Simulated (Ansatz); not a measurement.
# CH4ClFGaN: two geometries relaxed, part 2 of 2

Aim: relax the geometries before and after the reaction (1,2-elimination), and see whether they are two minima and how far apart in energy. Meant to form: H5–F2; to break: Ga1–F2, H5–N3. The start is a guess near the saddle point, from which both ends are pulled out.

Ansatz 0.2.0; RKS LDA/def2-SVP. Earlier steps stand in the parts before.

## 4. Pulling towards end B

Springs on the bonds that form and break draw the guess towards this end; the thresholds are loose.

File input.yaml:

```yaml
crystal:
  periodic: [false, false, false]
  atoms:
    - { symbol: Ga, position_ang: [-0.3597, -1.4495, 0.6244] }
    - { symbol: F, position_ang: [-0.7668, -1.7127, -1.4481] }
    - { symbol: "N", position_ang: [-0.3761, 0.2417, -0.1341] }
    - { symbol: C, position_ang: [0.4938, 1.3788, 0.0171] }
    - { symbol: H, position_ang: [-0.4953, -0.5581, -1.2017] }
    - { symbol: Cl, position_ang: [-0.5903, -3.0242, 1.9918] }
    - { symbol: H, position_ang: [-0.0187, 2.2183, -0.4616] }
    - { symbol: H, position_ang: [0.6394, 1.6466, 1.0693] }
    - { symbol: H, position_ang: [1.4736, 1.2591, -0.4571] }
basis:
  gaussian: { orbitals: def2-SVP }
hamiltonian:
  xc: lda
relax:
  f_tol: 0.15
  max_steps: 25
  restrain:
    - { distance: [4, 1], at: 0.88, k: 30.0 }
    - { distance: [0, 1], at: 3.09, k: 30.0 }
    - { distance: [4, 2], at: 2.32, k: 30.0 }
```

Command:

```console
ansatz run input.yaml --threads 2 --pin off --max-ram 3072MiB --backend cpu --events-out ev --progress --plain --runs-dir out
```

Output:

```text
Warning: RAYON_NUM_THREADS=2 ignored (pool sized by the plan → 2); use --threads N
The last accepted step is kept in <dir> (removed where the run ends without a failure and the disk answers)
Engine: ansatz 0.2.0, aarch64-unknown-linux-gnu
Functional definition: SPW92
  exchange = slater_x
  correlation = pw_c
1260 factors; their error is unknown
mean field evaluation 1: about -70017.9892 eV, gradient 8.3e1 eV
mean field evaluation 2: about -69842.7192 eV, gradient 2.2e2 eV
mean field evaluation 4: about -70027.2868 eV, gradient 5.2e1 eV
mean field evaluation 8: about -70033.1856 eV, gradient 4.4e-1 eV
mean field evaluation 16: about -70033.1199 eV, gradient 9.9e-4 eV
mean field -70033.11987812 eV, -2573.6696853674 hartree, gradient 2.6e-5 eV, S^2 0.000000; 0 other end points of the search recorded, 0 dependent functions left out
the calculation of the forces begins
reference -70033.11991394 eV, -2573.6696866836 hartree; 37, 37 occupied and 75, 75 virtual orbitals, 1260 factors
relax step   1: F+E_penalty+E_count = -70033.11987812 eV  Δ(F+E_penalty+E_count) = +0.000e0 eV  max|allowed force component| = 2.205e0 eV/Å  E_restraint = 29.94378860 eV  max|allowed force component, restraints' pulls added| = 2.606e1 eV/Å  Δτ_max = 0.0000 Å  (30 SCF iters, accepted)
  distance H 4 - F 1 = 1.2114 Å
  distance Ga 0 - F 1 = 2.1284 Å
  distance H 4 - N 2 = 1.3393 Å
these checks for a lower state are left out or cut short: starts, cluster_reference, orbital_swaps, neighbouring_geometries, increment
1260 factors; their error is unknown
mean field -70032.28078054 eV, -2573.6388490999 hartree, gradient 1.1e-5 eV, S^2 0.000000; 0 other end points of the search recorded, 0 dependent functions left out
the calculation of the forces begins
reference -70032.28081589 eV, -2573.6388503991 hartree; 37, 37 occupied and 75, 75 virtual orbitals, 1260 factors
relax step   2: F+E_penalty+E_count = -70032.28078054 eV  Δ(F+E_penalty+E_count) = +8.391e-1 eV  max|allowed force component| = 3.756e0 eV/Å  E_restraint = 12.73044074 eV  max|allowed force component, restraints' pulls added| = 1.819e1 eV/Å  Δτ_max = 0.1948 Å  (39 SCF iters, accepted)
  distance H 4 - F 1 = 1.0913 Å
  distance Ga 0 - F 1 = 2.4748 Å
  distance H 4 - N 2 = 1.6677 Å
these checks for a lower state are left out or cut short: starts, cluster_reference, orbital_swaps, neighbouring_geometries, increment
1260 factors; their error is unknown
mean field evaluation 32: about -70031.9975 eV, gradient 1.5e-2 eV
mean field -70031.92992360 eV, -2573.6259553452 hartree, gradient 2.7e-5 eV, S^2 0.000000; 0 other end points of the search recorded, 0 dependent functions left out
the calculation of the forces begins
reference -70031.92995809 eV, -2573.6259566129 hartree; 37, 37 occupied and 75, 75 virtual orbitals, 1260 factors
relax step   3: F+E_penalty+E_count = -70031.92992360 eV  Δ(F+E_penalty+E_count) = +3.509e-1 eV  max|allowed force component| = 4.363e0 eV/Å  E_restraint = 3.55414153 eV  max|allowed force component, restraints' pulls added| = 9.183e0 eV/Å  Δτ_max = 0.1948 Å  (37 SCF iters, accepted)
  distance H 4 - F 1 = 0.9448 Å
  distance Ga 0 - F 1 = 2.7535 Å
  distance H 4 - N 2 = 1.9743 Å
these checks for a lower state are left out or cut short: starts, cluster_reference, orbital_swaps, neighbouring_geometries, increment
1260 factors; their error is unknown
mean field -70031.90039018 eV, -2573.6248700122 hartree, gradient 2.6e-5 eV, S^2 0.000000; 0 other end points of the search recorded, 0 dependent functions left out
the calculation of the forces begins
reference -70031.90042451 eV, -2573.6248712736 hartree; 37, 37 occupied and 75, 75 virtual orbitals, 1260 factors
relax step   4: F+E_penalty+E_count = -70031.90039018 eV  Δ(F+E_penalty+E_count) = +2.953e-2 eV  max|allowed force component| = 3.239e0 eV/Å  E_restraint = 0.09213832 eV  max|allowed force component, restraints' pulls added| = 2.844e0 eV/Å  Δτ_max = 0.1944 Å  (37 SCF iters, accepted)
  distance H 4 - F 1 = 0.8950 Å
  distance Ga 0 - F 1 = 3.0453 Å
  distance H 4 - N 2 = 2.2574 Å
these checks for a lower state are left out or cut short: starts, cluster_reference, orbital_swaps, neighbouring_geometries, increment
1260 factors; their error is unknown
mean field -70032.06683595 eV, -2573.6309867813 hartree, gradient 6.4e-6 eV, S^2 0.000000; 0 other end points of the search recorded, 0 dependent functions left out
the calculation of the forces begins
reference -70032.06687073 eV, -2573.6309880596 hartree; 37, 37 occupied and 75, 75 virtual orbitals, 1260 factors
relax step   5: F+E_penalty+E_count = -70032.06683595 eV  Δ(F+E_penalty+E_count) = -1.664e-1 eV  max|allowed force component| = 1.380e0 eV/Å  E_restraint = 0.14643562 eV  max|allowed force component, restraints' pulls added| = 4.208e0 eV/Å  Δτ_max = 0.1949 Å  (38 SCF iters, accepted)
  distance H 4 - F 1 = 0.9787 Å
  distance Ga 0 - F 1 = 3.0916 Å
  distance H 4 - N 2 = 2.3165 Å
these checks for a lower state are left out or cut short: starts, cluster_reference, orbital_swaps, neighbouring_geometries, increment
1260 factors; their error is unknown
mean field -70032.08041945 eV, -2573.6314859658 hartree, gradient 6.6e-6 eV, S^2 0.000000; 0 other end points of the search recorded, 0 dependent functions left out
the calculation of the forces begins
reference -70032.08045416 eV, -2573.6314872415 hartree; 37, 37 occupied and 75, 75 virtual orbitals, 1260 factors
relax step   6: F+E_penalty+E_count = -70032.08041945 eV  Δ(F+E_penalty+E_count) = -1.358e-2 eV  max|allowed force component| = 5.439e-1 eV/Å  E_restraint = 0.05563917 eV  max|allowed force component, restraints' pulls added| = 1.378e0 eV/Å  Δτ_max = 0.1318 Å  (37 SCF iters, accepted)
  distance H 4 - F 1 = 0.9383 Å
  distance Ga 0 - F 1 = 3.0755 Å
  distance H 4 - N 2 = 2.3100 Å
these checks for a lower state are left out or cut short: starts, cluster_reference, orbital_swaps, neighbouring_geometries, increment
1260 factors; their error is unknown
mean field evaluation 64: about -70032.0844 eV, gradient 1.9e-1 eV
mean field -70032.08448490 eV, -2573.6316353682 hartree, gradient 6.5e-6 eV, S^2 0.000000; 0 other end points of the search recorded, 0 dependent functions left out
the calculation of the forces begins
reference -70032.08451960 eV, -2573.6316366435 hartree; 37, 37 occupied and 75, 75 virtual orbitals, 1260 factors
relax step   7: F+E_penalty+E_count = -70032.08448490 eV  Δ(F+E_penalty+E_count) = -4.065e-3 eV  max|allowed force component| = 6.691e-1 eV/Å  E_restraint = 0.05173496 eV  max|allowed force component, restraints' pulls added| = 1.167e0 eV/Å  Δτ_max = 0.0178 Å  (33 SCF iters, accepted)
  distance H 4 - F 1 = 0.9358 Å
  distance Ga 0 - F 1 = 3.0753 Å
  distance H 4 - N 2 = 2.3089 Å
these checks for a lower state are left out or cut short: starts, cluster_reference, orbital_swaps, neighbouring_geometries, increment
1260 factors; their error is unknown
mean field -70032.10127862 eV, -2573.6322525260 hartree, gradient 1.4e-5 eV, S^2 0.000000; 0 other end points of the search recorded, 0 dependent functions left out
the calculation of the forces begins
reference -70032.10131338 eV, -2573.6322538035 hartree; 37, 37 occupied and 75, 75 virtual orbitals, 1260 factors
relax step   8: F+E_penalty+E_count = -70032.10127862 eV  Δ(F+E_penalty+E_count) = -1.679e-2 eV  max|allowed force component| = 1.539e0 eV/Å  E_restraint = 0.03120952 eV  max|allowed force component, restraints' pulls added| = 2.169e-1 eV/Å  Δτ_max = 0.0833 Å  (30 SCF iters, accepted)
  distance H 4 - F 1 = 0.9223 Å
  distance Ga 0 - F 1 = 3.0815 Å
  distance H 4 - N 2 = 2.3051 Å
these checks for a lower state are left out or cut short: starts, cluster_reference, orbital_swaps, neighbouring_geometries, increment
1260 factors; their error is unknown
mean field -70032.10826940 eV, -2573.6325094325 hartree, gradient 2.5e-5 eV, S^2 0.000000; 0 other end points of the search recorded, 0 dependent functions left out
the calculation of the forces begins
reference -70032.10830421 eV, -2573.6325107119 hartree; 37, 37 occupied and 75, 75 virtual orbitals, 1260 factors
relax step   9: F+E_penalty+E_count = -70032.10826940 eV  Δ(F+E_penalty+E_count) = -6.991e-3 eV  max|allowed force component| = 1.438e0 eV/Å  E_restraint = 0.03606080 eV  max|allowed force component, restraints' pulls added| = 1.214e-1 eV/Å  Δτ_max = 0.0413 Å  (30 SCF iters, accepted)
  distance H 4 - F 1 = 0.9242 Å
  distance Ga 0 - F 1 = 3.0774 Å
  distance H 4 - N 2 = 2.3028 Å
1260 factors; their error is unknown
mean field evaluation 96: about -70032.1083 eV, gradient 4.5e-2 eV
mean field -70032.10826940 eV, -2573.6325094325 hartree, gradient 2.7e-5 eV, S^2 0.000000; 1 other end points of the search recorded, 0 dependent functions left out
the calculation of the forces begins
reference -70032.10830421 eV, -2573.6325107119 hartree; 37, 37 occupied and 75, 75 virtual orbitals, 1260 factors
Total energy: -70032.10830421 eV, -2573.6325107119 hartree
Atom 0 at    -0.140012    -1.208161     1.036166 Å, force    -0.071560     0.001889    -0.311831 eV/Å
Atom 1 at    -0.849507    -1.886892    -1.880437 Å, force    -0.085604    -1.128313    -0.028273 eV/Å
Atom 2 at    -0.301770     0.281316     0.213593 Å, force    -0.054250    -0.356145    -0.304144 eV/Å
Atom 3 at     0.518040     1.439974     0.143204 Å, force     0.000422    -0.010378    -0.030214 eV/Å
Atom 4 at    -0.730287    -0.999462    -1.651620 Å, force     0.229871     1.437644     0.677800 eV/Å
Atom 5 at    -0.698996    -3.052524     1.854010 Å, force    -0.023949     0.001032    -0.014904 eV/Å
Atom 6 at    -0.026791     2.203471    -0.465319 Å, force    -0.013934    -0.003432     0.004822 eV/Å
Atom 7 at     0.731190     1.930228     1.122506 Å, force     0.003891     0.030311     0.016618 eV/Å
Atom 8 at     1.498033     1.292051    -0.372103 Å, force     0.015113     0.027392    -0.009875 eV/Å
Dipole moment:     0.295078     0.290828     0.295697 e Å
```

It took 15 s on 2 threads of Arm Neoverse V2, shared host; peak memory 0.18 GiB.

Step by step:

```tsv
step	energy from step 1 (eV)	largest force component (eV/Å)
1	0.0000	2.2051
2	0.8391	3.7564
3	1.1900	4.3628
4	1.2195	3.2392
5	1.0530	1.3800
6	1.0395	0.5439
7	1.0354	0.6691
8	1.0186	1.5385
9	1.0116	1.4376
```

Step 1 is the start. Energies and forces in the table leave out the springs, which the log lists apart; the run stops on the force with the springs' pull added.

After: Bond lengths: Ga1–N3 1.709 Å, N3–C4 1.421 Å, F2–H5 0.924 Å, Ga1–Cl6 2.094 Å, C4–H7 1.118 Å, C4–H8 1.116 Å, C4–H9 1.117 Å. Angles: Ga1–N3–C4 132.8°, N3–Ga1–Cl6 158.5°, N3–C4–H7 107.6°, N3–C4–H8 115.2°, N3–C4–H9 114.9°, H7–C4–H8 105.7°, H7–C4–H9 105.5°, H8–C4–H9 107.2°.

Pairs that crossed the distance rule for bonds on the way: came closer F2–H5; moved apart Ga1–F2.

## 5. Relaxing end B

It starts where the restrained run ended.

File input.yaml:

```yaml
crystal:
  periodic: [false, false, false]
  atoms:
    - { symbol: Ga, position_ang: [-0.140012, -1.208161, 1.036166] }
    - { symbol: F, position_ang: [-0.849507, -1.886892, -1.880437] }
    - { symbol: "N", position_ang: [-0.30177, 0.281316, 0.213593] }
    - { symbol: C, position_ang: [0.51804, 1.439974, 0.143204] }
    - { symbol: H, position_ang: [-0.730287, -0.999462, -1.65162] }
    - { symbol: Cl, position_ang: [-0.698996, -3.052524, 1.85401] }
    - { symbol: H, position_ang: [-0.026791, 2.203471, -0.465319] }
    - { symbol: H, position_ang: [0.73119, 1.930228, 1.122506] }
    - { symbol: H, position_ang: [1.498033, 1.292051, -0.372103] }
basis:
  gaussian: { orbitals: def2-SVP }
hamiltonian:
  xc: lda
relax:
  f_tol: 0.03
  max_steps: 50
```

Command:

```console
ansatz run input.yaml --threads 2 --pin off --max-ram 3072MiB --backend cpu --events-out ev --progress --plain --runs-dir out
```

Output (excerpt; [...] marks lines left out):

```text
Warning: RAYON_NUM_THREADS=2 ignored (pool sized by the plan → 2); use --threads N
[...]
[... 1 set-up line as earlier in the session ...]
[...]
1260 factors; their error is unknown
[...]
mean field -70032.10827466 eV, -2573.6325096259 hartree, gradient 1.3e-5 eV, S^2 0.000000; 0 other end points of the search recorded, 0 dependent functions left out
[...]
reference -70032.10830922 eV, -2573.6325108958 hartree; 37, 37 occupied and 75, 75 virtual orbitals, 1260 factors
relax step   1: F+E_penalty+E_count = -70032.10827466 eV  Δ(F+E_penalty+E_count) = +0.000e0 eV  max|allowed force component| = 1.438e0 eV/Å  Δτ_max = 0.0000 Å  (30 SCF iters, accepted)
[...]
relax step   6: F+E_penalty+E_count = -70033.28462906 eV  Δ(F+E_penalty+E_count) = -3.395e-1 eV  max|allowed force component| = 1.794e0 eV/Å  Δτ_max = 0.1922 Å  (35 SCF iters, accepted)
[...]
Total energy: -70035.39858247 eV, -2573.7534262077 hartree
Atom 0 at    -0.560131    -1.465461     0.005519 Å, force     0.000618     0.001960     0.001172 eV/Å
Atom 1 at    -1.216969    -2.697218    -1.022400 Å, force     0.000235    -0.000304     0.000151 eV/Å
Atom 2 at    -0.074151     0.114993    -0.649552 Å, force     0.002840     0.004164     0.005434 eV/Å
Atom 3 at     0.477015     1.184086     0.132326 Å, force    -0.002574    -0.006423    -0.002000 eV/Å
Atom 4 at    -0.182931     0.294304    -1.651785 Å, force     0.000496     0.000568     0.000103 eV/Å
Atom 5 at    -0.347550    -1.880633     2.067103 Å, force    -0.000813     0.001748    -0.002712 eV/Å
Atom 6 at    -0.145423     2.109913     0.102712 Å, force    -0.003297     0.000277    -0.000213 eV/Å
Atom 7 at     0.540076     0.873751     1.198459 Å, force     0.000612    -0.001659     0.000728 eV/Å
Atom 8 at     1.509965     1.466265    -0.182382 Å, force     0.001882    -0.000330    -0.002663 eV/Å
Dipole moment:     0.185171     0.563005    -0.173787 e Å
```

Run time: 31 s. Hardware: 2 threads of Arm Neoverse V2, shared host; peak memory 0.17 GiB.

Step by step:

```tsv
step	energy from step 1 (eV)	largest force component (eV/Å)
1	0.0000	1.4377
2	-0.2610	1.1336
3	-0.5460	1.4976
4	-0.7289	1.2745
5	-0.8368	0.9810
6	-1.1764	1.7944
7	-1.8110	2.1941
8	-2.3212	2.9470
9	-2.7885	0.8775
10	-2.9220	1.5276
11	-3.0459	0.6424
12	-3.1263	0.6569
13	-3.1970	0.5641
14	-3.2470	0.3144
15	-3.2691	0.2835
16	-3.2751	0.2574
17	-3.2827	0.2147
18	-3.2896	0.0345
19	-3.2899	0.0417
20	-3.2903	0.0064
```

Step 1 is the start.

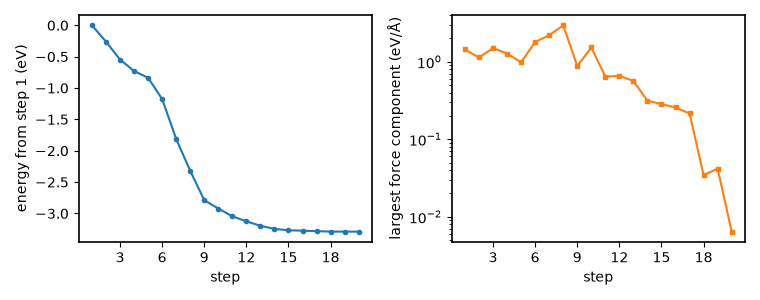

Energy and largest force along the relaxation.

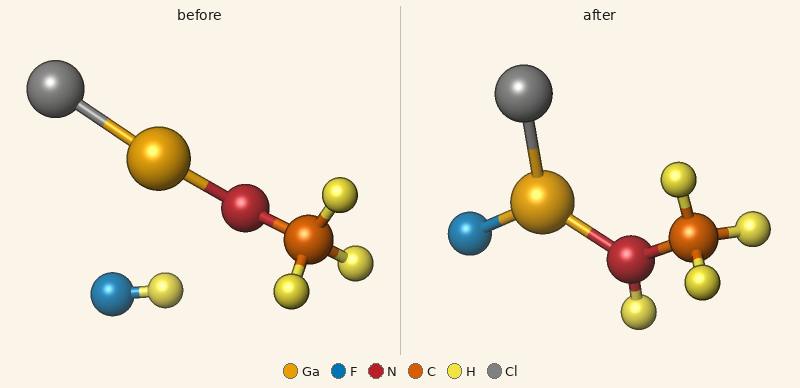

The structure before (left) and after (right), drawn at the same scale.

After: Bond lengths: Ga1–F2 1.734 Å, Ga1–N3 1.779 Å, N3–C4 1.435 Å, N3–H5 1.024 Å, Ga1–Cl6 2.114 Å, C4–H7 1.116 Å, C4–H8 1.112 Å, C4–H9 1.116 Å. Angles: F2–Ga1–N3 121.1°, F2–Ga1–Cl6 118.5°, N3–Ga1–Cl6 120.4°, Ga1–N3–C4 124.5°, Ga1–N3–H5 119.2°, C4–N3–H5 116.3°, N3–C4–H7 112.9°, N3–C4–H8 109.7°, N3–C4–H9 113.0°, H7–C4–H8 106.8°, H7–C4–H9 107.4°, H8–C4–H9 106.8°.

Pairs that crossed the distance rule for bonds on the way: came closer Ga1–F2, N3–H5; moved apart F2–H5.

## 6. What came out

This closing draws on all 2 parts.

| quantity | value |
| --- | --- |
| end A | 10 moves, 0.313 eV lower |
| end B | 19 moves, 3.290 eV lower |
| largest difference between the ends | 0.01 Å |
| end B relative to end A | -0.000 eV |

In words: Both starts fell into the same minimum (no atom differs by more than 0.01 Å), so from this start no second minimum was found and no band was run; another arrangement could still be one.
